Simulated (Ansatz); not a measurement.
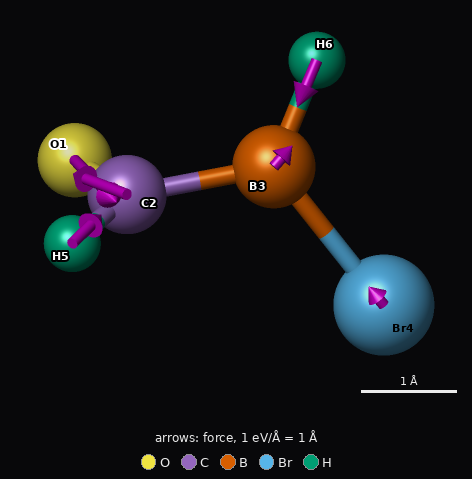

Starting geometry of CH$_{2}$BBrO with the computed forces as purple arrows. Style: ball-and-stick. Shown face on.

The start comes from PBE-D4/def2-SVP.

The calculation used RKS PBE0-D4/def2-TZVP in Ansatz 0.2.0. (force threshold 0.005 eV/Å; at most 150 steps)

Q: What follows when this structure is relaxed?

A: It isn't relaxed: the largest force vector, on O1, is 1.36 eV/Å. The final displacements have little in common with the starting forces (cosine between the two patterns 0.22). After 11 accepted moves (13 points after the start) the energy has fallen by 0.043 eV. The largest force component goes from 1.2 to 0.0046 eV/Å. The line search rejected the trial steps at points 2, 9 of the run. O1 moves most after the best rigid fit: 0.16 Å. Largest moves by element: O 0.16 Å, H 0.15 Å, Br 0.12 Å, C 0.06 Å, B 0.03 Å. Near-neighbour distances that change, for instance: B3–H6 1.210 → 1.188 Å, O1–C2 1.230 → 1.210 Å, C2–H5 1.130 → 1.113 Å, B3–Br4 1.908 → 1.892 Å. Bond angles that change, for instance: O1–C2–B3 109.7° → 117.0°, B3–C2–H5 128.7° → 122.7°.
